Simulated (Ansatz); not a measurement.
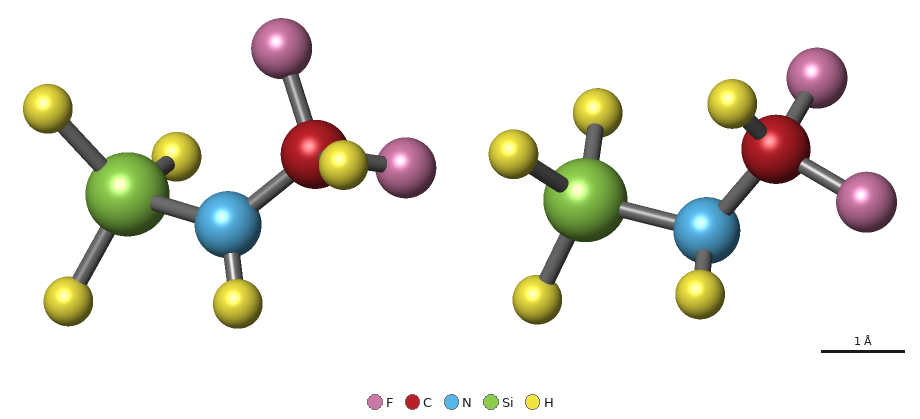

Two geometries of CH5F2NSi, drawn at one scale. One is the start of a relaxation, the other its converged end. A ball-and-stick model, seen at a tilt.

Theory: Ansatz, RKS PBE0-D4/def2-SVP. (no spin polarisation; force threshold 0.02 eV/Å; at most 50 steps)

### Which geometry has the lower energy?

The left one is the relaxed one. The run prepares an end point of a later path (hydrogen shift) calculation, from a guessed geometry. The atom that moves furthest after the best rigid fit is an F atom (1.28 Å). By element the largest moves are F 1.28 Å, H 1.19 Å, N 0.57 Å, C 0.14 Å, Si 0.11 Å. Near-neighbour distances that change, for instance: N–Si 1.632 → 1.757 Å, C–N 1.485 → 1.396 Å, H–Si 1.447 → 1.491 Å, C–F 1.324 → 1.352 Å. Among the angles between lasting bonds that change: C–N–H 102.1° → 114.4°, Si–N–H 110.3° → 119.2°, F–C–H 111.3° → 106.7°. The energy falls by 64.6 kJ/mol in 20 accepted moves (25 points after the start). Largest force component: 4.3 eV/Å at the start, 0.0081 eV/Å at the end. The line search rejected the trial steps at points 3, 7, 10, 14, 20 of the run.
